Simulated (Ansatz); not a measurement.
Converging the plane-wave cutoff: HgPd (R3, 8 atoms in the cell)

```
CELL_PARAMETERS angstrom
      5.30735     0.00000     0.00000
      0.00000     5.30735     0.00000
      0.00000     0.00000     5.30735
ATOMIC_POSITIONS crystal
  Hg 0.84356 0.65644 0.34356
  Hg 0.65644 0.34356 0.84356
  Hg 0.34356 0.84356 0.65644
  Hg 0.16188 0.16188 0.16188
  Pd 0.15255 0.34745 0.65255
  Pd 0.34745 0.65255 0.15255
  Pd 0.65255 0.15255 0.34745
  Pd 0.84745 0.84745 0.84745
```

Method of the run: PBEsol, default PAW files made with PBE (plane waves; Ansatz, a first-principles code).

Base settings: basis.ecutwfc = 420 eV; kpoints.mp_grid.grid = 3 3 3; hamiltonian.xc = pbesol; hamiltonian.pseudopotentials = {kind: paw} (the program's default PAW files); scf.occupations.method = gaussian; scf.occupations.width = 0.1 eV.

The second cell is the first with its lattice scaled by 0.98.

The mesh stays at the base's, so the ladder's end is converged at best in this setting alone.

The first pressure column holds Ansatz's estimate of the finite-basis (Pulay) stress, which hides part of the cutoff error; the other is without it.

Only quantities that move along the ladder and can be compared are tabulated.

The count of work is k-points × plane waves × bands × iterations; it is no time. 

The starting cell comes from a database of computed structures (which also holds hypothetical and non-ambient phases and stackings), without a prior relaxation at this level. Its lattice was rescaled by up to half a per cent. One atom was moved a little off its site on purpose. Spin polarisation is off. In the base run, with a pressure of about -7 GPa the cell is away from its equilibrium volume at this level. Without a gap this mesh is coarse (it stands for a supercell whose shortest vector is 16 Å).

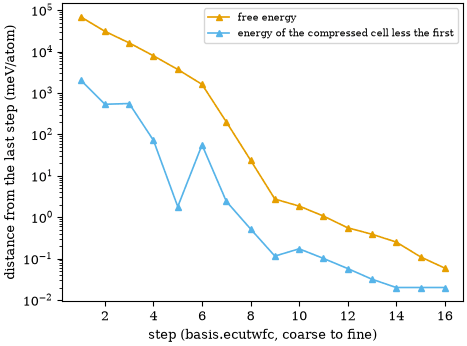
Fig. 1. Distance from the last step along the ladder; very small values are drawn at a floor.

```tsv
basis.ecutwfc	free energy less the last step's (meV/atom)	energy of the compressed cell less the first (meV/atom)	pressure (GPa)	pressure without the Pulay estimate (GPa)	largest difference of a force vector from the last step's (eV/Å)	count of work / last
145 eV	69074.74	-2085.49	-37.50	-1831.31	2.044	0.084
170 eV	30742.13	-559.98	-22.33	-1000.41	0.745	0.10
190 eV	16154.48	-582.41	-2.33	-609.93	0.970	0.11
210 eV	7876.07	44.16	-5.28	-347.83	0.451	0.12
230 eV	3692.42	-25.39	-3.03	-192.32	0.231	0.13
250 eV	1610.20	28.51	-2.92	-101.39	0.201	0.14
295 eV	199.84	-24.78	-7.38	-24.04	0.022	0.16
335 eV	23.74	-27.71	-7.11	-9.81	0.001	0.19
380 eV	2.74	-27.07	-7.10	-7.23	0.001	0.23
420 eV	1.85	-27.02	-7.10	-7.14	0.001	0.27
460 eV	1.06	-27.09	-7.11	-7.16	0.001	0.31
505 eV	0.55	-27.13	-7.11	-7.13	0.000	0.35
565 eV	0.39	-27.16	-7.12	-7.12	0.000	0.41
630 eV	0.25	-27.18	-7.12	-7.13	0.000	0.49
735 eV	0.11	-27.18	-7.12	-7.12	0.000	0.61
840 eV	0.06	-27.19	-7.12	-7.12	0.000	0.75
1010 eV	0.00	-27.19	-7.12	-7.12	0.000	1.0
```

Coarsest basis.ecutwfc that holds the forces within 0.01 eV/Å of the last step, with all finer ones: 335 eV, at 0.19 of the last step's count of work; the step before is off by 0.022 eV/Å.

Coarsest basis.ecutwfc that holds the free energy within 5 meV/atom of the last step, with all finer ones: 380 eV, at 0.23 of the last step's count of work; the step before is off by 24 meV/atom.

Coarsest basis.ecutwfc that holds the pressure without the Pulay estimate within 1 GPa of the last step, with all finer ones: 380 eV, at 0.23 of the last step's count of work; the step before is off by 2.7 GPa.

The energy difference between the two cells stays within 1 meV/atom of the last step's from 335 eV on, the total only from 505 eV on: much of the error is common to both cells and cancels.

At the lowest cutoff the pressure without the Pulay estimate lies 1820 GPa under the last step's, the usual sign of Pulay stress in an incomplete plane-wave basis.

Keys are those of Ansatz 0.2.
